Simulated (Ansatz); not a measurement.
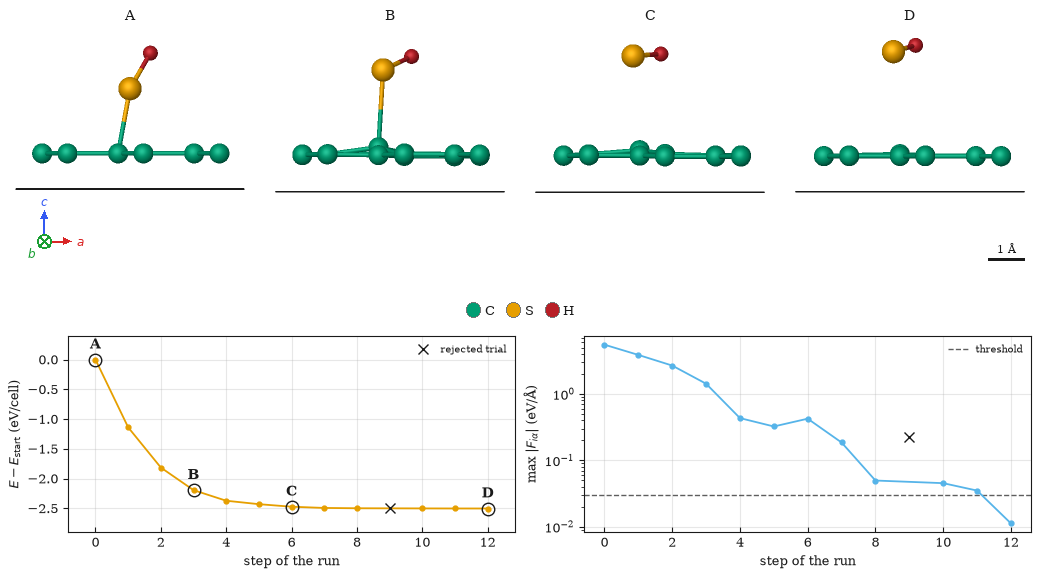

Frames of a relaxation of a slab of composition HC18S, marked on the history of the run. The picture is a ball-and-stick view of the cell of the calculation, outlined in the plane, without the vacuum (origin shifted), seen along the b axis.

It is SH on graphene monolayer, set down by a guess. The run prepares an end point of a later path (dissociation) calculation, from a guessed geometry.

Theory: DFT PBEsol, scalar-relativistic, plane waves, PAW (Ansatz). (plane-wave cutoff 420 eV; k-point mesh 2 × 2 × 1; occupations gaussian; smearing width 0.02 eV; collinear spin; atoms relaxed in a fixed cell; force threshold 0.03 eV/Å; at most 60 steps)

Describe the path.

Answer. After 11 accepted moves (12 points after the start) the energy has fallen by 2.502 eV per cell of the calculation. Largest force component: 5.5 eV/Å at the start, 0.011 eV/Å at the end. The line search rejected the trial step at point 9 of the run. The atom that moves furthest relative to the layer's centre is the S atom (1.18 Å at 29° to the normal (+c side)). Largest moves by element: S 1.18 Å, H 0.50 Å, C 0.10 Å. The cell stays as it was. Some distances before and after: C–S 2.191 → 3.403 Å, C–S 1.852 → 2.899 Å, C–S 2.272 → 3.204 Å, C–S 2.531 → 3.182 Å. Bonds break: C–S (1.85 → 2.90 Å). The program noted that the starting moments weren't kept. The run may lie on a higher electronic state than the lowest, so the end point isn't shown to be the ground-state structure. From step 0 to 3: the S atom moves most (0.58 Å), energy −2.194 eV per cell of the calculation. From step 3 to 6: the S atom moves most (0.51 Å), energy −0.279 eV per cell of the calculation. From step 6 to 12: the H atom moves most (0.29 Å), energy −30.0 meV per cell of the calculation.

| step | E − E(0), meV/atom | largest force component, eV/Å | note |
| --- | --- | --- | --- |
| 0 | 0.00 | 5.5405 |  |
| 1 | -56.94 | 3.8845 |  |
| 2 | -90.72 | 2.6850 |  |
| 3 | -109.69 | 1.4302 |  |
| 4 | -118.59 | 0.4339 |  |
| 5 | -121.48 | 0.3246 |  |
| 6 | -123.62 | 0.4251 |  |
| 7 | -124.64 | 0.1862 |  |
| 8 | -124.92 | 0.0498 |  |
| 9 | -124.66 | 0.2249 | rejected |
| 10 | -125.05 | 0.0454 |  |
| 11 | -125.10 | 0.0351 |  |
| 12 | -125.12 | 0.0112 |  |

Limits of the set-up: the k-point mesh is coarse for a cell with partly filled bands; the periodic images lie only 7.4 Å apart, so the values are limited by the cell's size.
